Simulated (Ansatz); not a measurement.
```xyz
8

C    -1.8872   -0.8050   -0.2414
Be   -0.6708   -0.5252    0.8224
Si    1.0102   -0.1323    2.2952
H    -2.5391   -1.6211    0.0908
H    -2.5236    0.0766   -0.3756
H    -1.5090   -1.0829   -1.2315
H     2.3070   -0.8415    2.3157
H     0.9723    0.8734    3.3779
```

Geometry: B3LYP-D4/def2-TZVP.

Theory: isolated molecule in a Gaussian basis; Kohn-Sham density functional theory, functional PBE0 in Ansatz.

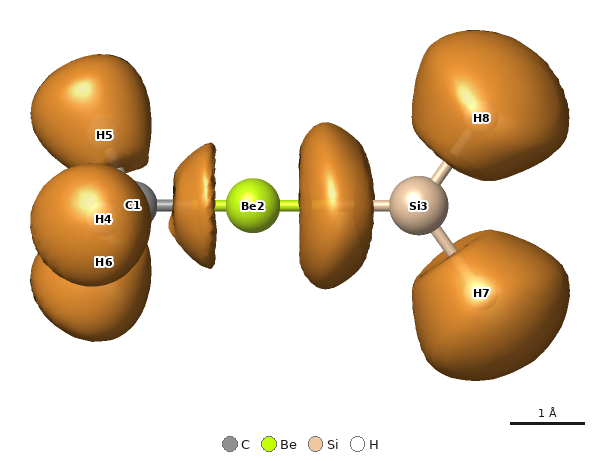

CH$_{5}$BeSi (SMILES [CH3][Be][SiH2+]) (charge +1). Isosurface of the electron localisation function at 0.85 (orange), seen at a tilt. Core shells and regions of very low density are left out.

Q: Describe the localisation domains.

A: At this value the surface marks out one region between bonded Be–C atoms (shared pairs), one region between bonded Be–Si atoms (shared pairs) and five regions around hydrogen nuclei. Along the contacts the grid gives the following. C–Be (1.64 Å): the ELF peaks at about 0.95 between the atoms, as expected for a polar covalent bond. Be–Si (2.27 Å): the ELF peaks at about 1 between the atoms, as expected for a shared electron pair.
